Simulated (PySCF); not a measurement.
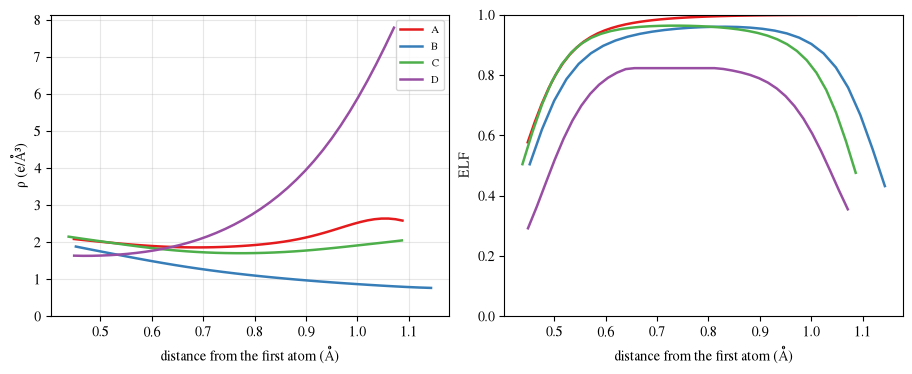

*C$_{4}$H$_{8}$F$_{2}$Si. Electron density and ELF along straight lines between neighbouring atoms. The curves leave out the atomic cores.*

Geometry: GFN2-xTB.

All numbers below come from PBE0/pcSseg-1, SCF density, gas phase, non-relativistic in PySCF 2.14.0.

```xyz
15

F    -1.5050   -2.0396    0.2769
C    -0.7135   -0.9326    0.5191
C    -1.3866    0.3315   -0.0079
Si    0.0320    1.5883   -0.2043
C     1.3862    0.2210   -0.0349
F     2.3594    0.3121   -1.0188
C     0.6389   -1.1032   -0.1646
H    -0.5915   -0.8908    1.6091
H    -1.8363    0.0956   -0.9736
H    -2.1943    0.6438    0.6503
H     0.0899    2.2184   -1.5188
H     0.1159    2.5461    0.8987
H     1.9347    0.2671    0.9124
H     1.1945   -1.9410    0.2588
H     0.4713   -1.3089   -1.2242
```

> Which curve belongs to which contact (C–C, C–F, C–H and C–Si)? The first atom named is at distance zero.

Curve A: C–H (1.09 Å): ρ is about 2 e/Å³ halfway; the ELF climbs to about 1 towards the hydrogen, as it does in any bond to H: a covalent bond by its length. Curve B: C–Si (1.91 Å): ρ is about 0.91 e/Å³ halfway; the ELF peaks at about 0.95 between the atoms, as expected for a shared electron pair. Curve C: C–C (1.52 Å): ρ is about 1.7 e/Å³ halfway; the ELF peaks at about 0.95 between the atoms; a shared electron pair. Curve D: C–F (1.38 Å): the density is about 2.1 e/Å³ at the midpoint, with its minimum of 1.6 e/Å³ about 0.5 Å from C; the ELF peaks at about 0.80 between the atoms, as expected for a polar covalent bond.
